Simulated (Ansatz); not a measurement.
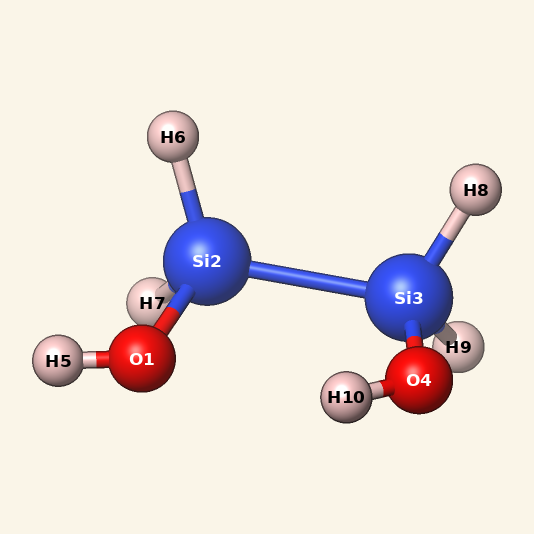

Source: calculation with Ansatz.

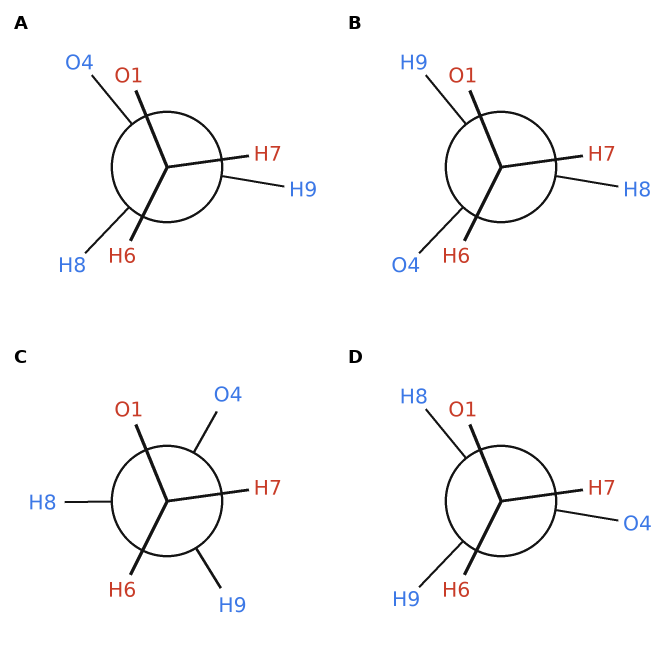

Atoms fade into the background with distance from the viewer. Bonds that would overlap in a projection are set slightly apart. Geometry: moved along internal coordinates away from the minimum.

Question: Which Newman projection shows the view along Si2–Si3, with Si2 in front?

Answer: A. The torsion angle O1–Si2–Si3–O4 is −9°, synperiplanar (eclipsed).
